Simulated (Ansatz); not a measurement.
**Geometry relaxation, with input and output: AlGeH₆OF (part 1 of 2)**

- system: AlGeH₆OF
- method: RKS PBE-D4/def2-SVP (Ansatz 0.2.0)

It belongs to a series of runs on one base structure; here: end point A relaxed. Figures and captions count atoms from 1; the log counts them from 0 in places.

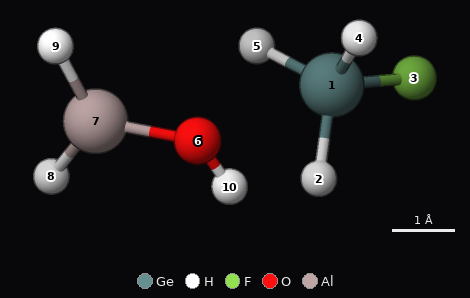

The structure as given in the input (ball-and-stick view, seen at a tilt; atoms are numbered from 1 in the order of the input). Sticks mark near contacts.

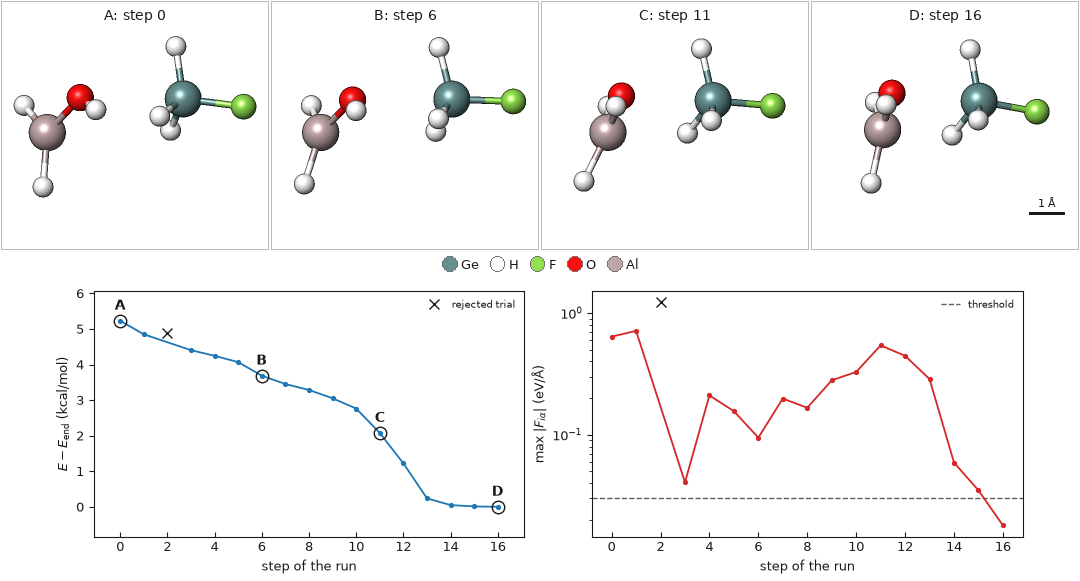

Frames of the relaxation (ball-and-stick view, seen at a tilt) above the curves, on which the letters mark them (the first geometry is step 0 here and step 1 in the log).

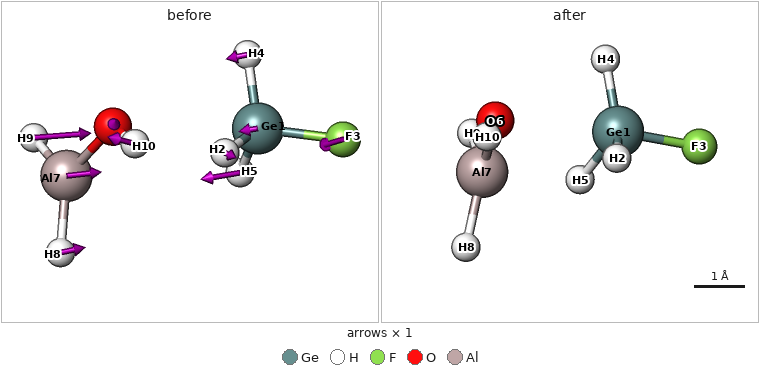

Before (left) and after (right) the relaxation, at one scale (ball-and-stick view, seen at a tilt). The pink arrows give the displacements, at true length. The energy falls by 5.23 kcal/mol in 16 geometry steps. Largest force component: 0.64 eV/Å at the start, 0.018 eV/Å at the end. The line search rejected the trial step at point 2 (counted from 0) and went back. The largest move after the best rigid fit is that of H9, 1.20 Å. Largest moves by element: H 1.20 Å, F 0.95 Å, Al 0.73 Å, Ge 0.41 Å, O 0.36 Å. Among the contacts that change: Ge1–H5 1.548 → 1.600 Å, O6–Al7 1.736 → 1.769 Å, O6–H10 0.989 → 0.972 Å, Ge1–H2 1.552 → 1.540 Å. Among the angles that change: H2–Ge1–H4 113.3° → 121.8°, F3–Ge1–H5 105.5° → 99.0°, Al7–O6–H10 122.8° → 120.4°. (Atoms are counted from 1 in the order of the input.)

The input that produced these results follows, with the program's output.

Input file
```yaml
crystal:
  periodic: [false, false, false]
  atoms:
    - { symbol: Ge, position_ang: [0.311461, 0.16928, -0.136281] }
    - { symbol: H, position_ang: [0.106606, -0.35947, 1.308295] }
    - { symbol: F, position_ang: [2.051697, 0.082879, -0.427725] }
    - { symbol: H, position_ang: [-0.085145, 1.650751, -0.306138] }
    - { symbol: H, position_ang: [-0.331198, -0.775652, -1.180998] }
    - { symbol: O, position_ang: [-2.435168, -0.016888, 0.973583] }
    - { symbol: Al, position_ang: [-3.577945, -1.105517, 0.25074] }
    - { symbol: H, position_ang: [-3.484261, -2.670861, 0.552136] }
    - { symbol: H, position_ang: [-4.64047, -0.39605, -0.694135] }
    - { symbol: H, position_ang: [-1.735277, -0.316673, 1.605422] }
basis:
  gaussian: { orbitals: def2-SVP }
hamiltonian:
  xc: pbe
  dispersion: d4
relax:
  f_tol: 0.03
  max_steps: 50
```

Run as:
```bash
ansatz run input.yaml --threads 4 --pin off --max-ram 5120MiB --backend cpu --events-out ev --progress --plain --runs-dir out
```

Output
```
The last accepted step is kept in [file] (removed where the run ends without a failure and the disk answers)
Engine: ansatz 0.2.0, aarch64-unknown-linux-gnu
Functional definition: PBE
  parameter kappa = 0.804
  parameter beta = 0.06672455060314922
  exchange = pbe_x(kappa = kappa, mu = beta*pi^2/3)
  correlation = pbe_c(beta = beta)
1183 factors; their error is unknown
mean field evaluation 1: about -67939.5697 eV, gradient 6.9e1 eV
mean field evaluation 2: about -67870.4487 eV, gradient 1.8e2 eV
mean field evaluation 4: about -67947.2303 eV, gradient 1.8e1 eV
mean field evaluation 8: about -67947.7443 eV, gradient 3.4e-1 eV
mean field evaluation 16: about -67947.6801 eV, gradient 1.6e-4 eV
mean field -67947.68013366 eV, -2497.0311883202 hartree, gradient 3.1e-5 eV, S^2 0.000000; 0 other end points of the search recorded, 0 dependent functions left out
the calculation of the forces begins
reference -67947.68017902 eV, -2497.0311899872 hartree; 34, 34 occupied and 74, 74 virtual orbitals, 1183 factors
relax step   1: F+E_penalty+E_count = -67947.83827052 eV  Δ(F+E_penalty+E_count) = +0.000e0 eV  max|allowed force component| = 6.384e-1 eV/Å  Δτ_max = 0.0000 Å  (27 SCF iters, accepted)
these checks for a lower state are left out or cut short: starts, cluster_reference, orbital_swaps, neighbouring_geometries, increment
1183 factors; their error is unknown
mean field -67947.69988946 eV, -2497.0319143325 hartree, gradient 2.5e-5 eV, S^2 0.000000; 0 other end points of the search recorded, 0 dependent functions left out
[... from here on the field's lines of each further geometry are left out, up to the last ...]
relax step   2: F+E_penalty+E_count = -67947.85484225 eV  Δ(F+E_penalty+E_count) = -1.657e-2 eV  max|allowed force component| = 7.128e-1 eV/Å  Δτ_max = 0.1946 Å  (27 SCF iters, accepted)
relax step   3: F+E_penalty+E_count = -67947.85374069 eV  Δ(F+E_penalty+E_count) = +1.102e-3 eV  max|allowed force component| = 1.227e0 eV/Å  Δτ_max = 0.2000 Å  (27 SCF iters, rejected (line search))
relax step   4: F+E_penalty+E_count = -67947.87417871 eV  Δ(F+E_penalty+E_count) = -1.934e-2 eV  max|allowed force component| = 4.064e-2 eV/Å  Δτ_max = 0.0953 Å  (28 SCF iters, accepted)
relax step   5: F+E_penalty+E_count = -67947.88102442 eV  Δ(F+E_penalty+E_count) = -6.846e-3 eV  max|allowed force component| = 2.103e-1 eV/Å  Δτ_max = 0.0984 Å  (28 SCF iters, accepted)
relax step   6: F+E_penalty+E_count = -67947.88875229 eV  Δ(F+E_penalty+E_count) = -7.728e-3 eV  max|allowed force component| = 1.560e-1 eV/Å  Δτ_max = 0.1476 Å  (27 SCF iters, accepted)
relax step   7: F+E_penalty+E_count = -67947.90528696 eV  Δ(F+E_penalty+E_count) = -1.653e-2 eV  max|allowed force component| = 9.466e-2 eV/Å  Δτ_max = 0.1999 Å  (29 SCF iters, accepted)
relax step   8: F+E_penalty+E_count = -67947.91542414 eV  Δ(F+E_penalty+E_count) = -1.014e-2 eV  max|allowed force component| = 1.981e-1 eV/Å  Δτ_max = 0.1951 Å  (29 SCF iters, accepted)
relax step   9: F+E_penalty+E_count = -67947.92267145 eV  Δ(F+E_penalty+E_count) = -7.247e-3 eV  max|allowed force component| = 1.663e-1 eV/Å  Δτ_max = 0.1316 Å  (28 SCF iters, accepted)
relax step  10: F+E_penalty+E_count = -67947.93284722 eV  Δ(F+E_penalty+E_count) = -1.018e-2 eV  max|allowed force component| = 2.798e-1 eV/Å  Δτ_max = 0.1920 Å  (28 SCF iters, accepted)
relax step  11: F+E_penalty+E_count = -67947.94531546 eV  Δ(F+E_penalty+E_count) = -1.247e-2 eV  max|allowed force component| = 3.276e-1 eV/Å  Δτ_max = 0.1940 Å  (28 SCF iters, accepted)
relax step  12: F+E_penalty+E_count = -67947.97511829 eV  Δ(F+E_penalty+E_count) = -2.980e-2 eV  max|allowed force component| = 5.416e-1 eV/Å  Δτ_max = 0.1938 Å  (29 SCF iters, accepted)
relax step  13: F+E_penalty+E_count = -67948.01221467 eV  Δ(F+E_penalty+E_count) = -3.710e-2 eV  max|allowed force component| = 4.444e-1 eV/Å  Δτ_max = 0.1933 Å  (28 SCF iters, accepted)
relax step  14: F+E_penalty+E_count = -67948.05480959 eV  Δ(F+E_penalty+E_count) = -4.259e-2 eV  max|allowed force component| = 2.863e-1 eV/Å  Δτ_max = 0.1975 Å  (29 SCF iters, accepted)
relax step  15: F+E_penalty+E_count = -67948.06301411 eV  Δ(F+E_penalty+E_count) = -8.205e-3 eV  max|allowed force component| = 5.897e-2 eV/Å  Δτ_max = 0.0825 Å  (28 SCF iters, accepted)
relax step  16: F+E_penalty+E_count = -67948.06463057 eV  Δ(F+E_penalty+E_count) = -1.616e-3 eV  max|allowed force component| = 3.490e-2 eV/Å  Δτ_max = 0.0257 Å  (28 SCF iters, accepted)
the calculation of the forces begins
reference -67947.88322216 eV, -2497.0386516850 hartree; 34, 34 occupied and 74, 74 virtual orbitals, 1183 factors
relax step  17: F+E_penalty+E_count = -67948.06511675 eV  Δ(F+E_penalty+E_count) = -4.862e-4 eV  max|allowed force component| = 1.799e-2 eV/Å  Δτ_max = 0.0164 Å  (29 SCF iters, accepted)
1183 factors; their error is unknown
mean field -67947.88318012 eV, -2497.0386501399 hartree, gradient 1.2e-5 eV, S^2 0.000000; 1 other end points of the search recorded, 0 dependent functions left out
the calculation of the forces begins
reference -67947.88322216 eV, -2497.0386516850 hartree; 34, 34 occupied and 74, 74 virtual orbitals, 1183 factors
Total energy: -67948.06515880 eV, -2497.0453377331 hartree
Atom 0 at    -0.065567     0.065543    -0.016888 Å, force     0.000229    -0.014443    -0.003486 eV/Å
Atom 1 at     0.392150    -0.482492     1.347168 Å, force    -0.003543    -0.005183    -0.004553 eV/Å
Atom 2 at     1.357490    -0.112371    -1.057813 Å, force    -0.003121    -0.001190     0.002556 eV/Å
Atom 3 at    -0.509316     1.523403    -0.195772 Å, force     0.003442     0.008647    -0.000765 eV/Å
Atom 4 at    -1.046652    -0.961048    -0.754386 Å, force     0.006476     0.013810     0.004990 eV/Å
Atom 5 at    -2.287071     0.105104     1.289875 Å, force    -0.005317    -0.005282     0.011315 eV/Å
Atom 6 at    -2.903854    -0.951866     0.012206 Å, force     0.002923     0.007845    -0.017992 eV/Å
Atom 7 at    -3.029321    -2.511476     0.330356 Å, force     0.002137    -0.015775     0.005105 eV/Å
Atom 8 at    -3.582651    -0.173447    -1.197321 Å, force    -0.007696    -0.001349    -0.002734 eV/Å
Atom 9 at    -2.144908    -0.239551     2.187474 Å, force     0.004471     0.012919     0.005563 eV/Å
Dipole moment:    -0.162079    -0.029403     0.484622 e Å
```

Trajectory as extended XYZ (Å, eV, eV/Å), 17 frames, from step=1 to step=17
```
10
Properties=species:S:1:pos:R:3:forces:R:3 step=1 energy=-67947.83827
Ge    0.3115    0.1693   -0.1363   -0.0385   0.0136  -0.0285
H     0.1066   -0.3595    1.3083    0.1698  -0.0226   0.0280
F     2.0517    0.0829   -0.4277   -0.0187   0.0031   0.0108
H    -0.0851    1.6508   -0.3061   -0.0008   0.0027   0.0097
H    -0.3312   -0.7757   -1.1810   -0.0074  -0.0086  -0.0153
O    -2.4352   -0.0169    0.9736    0.4991  -0.2198   0.4014
Al   -3.5779   -1.1055    0.2507    0.0410   0.0252   0.0054
H    -3.4843   -2.6709    0.5521   -0.0049   0.0008   0.0135
H    -4.6405   -0.3961   -0.6941   -0.0013  -0.0002   0.0001
H    -1.7353   -0.3167    1.6054   -0.6384   0.2057  -0.4251
10
Properties=species:S:1:pos:R:3:forces:R:3 step=2 energy=-67947.85484
Ge    0.3551    0.1668   -0.1427    0.0090  -0.0295   0.0641
H     0.2443   -0.3759    1.3106    0.0116   0.0226  -0.0646
F     2.0852    0.1115   -0.4998   -0.0021   0.0068  -0.0201
H    -0.0610    1.6454   -0.2957   -0.0324  -0.0043   0.0239
H    -0.3051   -0.7743   -1.1822   -0.0288  -0.0032   0.0211
O    -2.4749   -0.0195    0.9658    0.5916  -0.2091   0.7057
Al   -3.5998   -1.1159    0.2298   -0.0182   0.0081   0.0305
H    -3.5095   -2.6776    0.5522   -0.0062   0.0042   0.0029
H    -4.6633   -0.4067   -0.7130    0.0186  -0.0162  -0.0507
H    -1.8908   -0.2921    1.7198   -0.5432   0.2207  -0.7128
10
Properties=species:S:1:pos:R:3:forces:R:3 step=3 energy=-67947.85374 accepted=F
Ge    0.3056    0.1297   -0.1147   -0.0099   0.2516  -0.3034
H     0.2960   -0.4133    1.3203    0.0697  -0.1289   0.2470
F     2.0042    0.1481   -0.6188   -0.1081  -0.0347   0.0566
H    -0.1764    1.5969   -0.2112    0.0237  -0.0683  -0.0159
H    -0.4053   -0.8268   -1.1068    0.0041  -0.0062  -0.0067
O    -2.4272    0.0086    1.0152   -0.8920   0.4393  -1.2227
Al   -3.5284   -1.0691    0.2136   -0.0317  -0.0445  -0.0879
H    -3.4830   -2.6281    0.5623    0.0014   0.0208   0.0338
H    -4.5178   -0.4086   -0.8501    0.0996   0.0282   0.0723
H    -1.8874   -0.2756    1.7352    0.8432  -0.4574   1.2269
10
Properties=species:S:1:pos:R:3:forces:R:3 step=4 energy=-67947.87418
Ge    0.3343    0.1596   -0.1314   -0.0039   0.0018  -0.0321
H     0.2755   -0.3896    1.3161    0.0170  -0.0083   0.0251
F     2.0525    0.1242   -0.5504   -0.0312   0.0121  -0.0080
H    -0.1081    1.6335   -0.2620   -0.0070  -0.0152   0.0120
H    -0.3512   -0.7885   -1.1488   -0.0094   0.0053   0.0082
O    -2.4438   -0.0196    0.9754    0.0146   0.0280   0.0075
Al   -3.5758   -1.1007    0.2257    0.0016  -0.0122  -0.0393
H    -3.5141   -2.6597    0.5696   -0.0181   0.0133   0.0199
H    -4.5941   -0.4037   -0.7783    0.0406  -0.0065  -0.0011
H    -1.8949   -0.2938    1.7291   -0.0041  -0.0182   0.0078
```
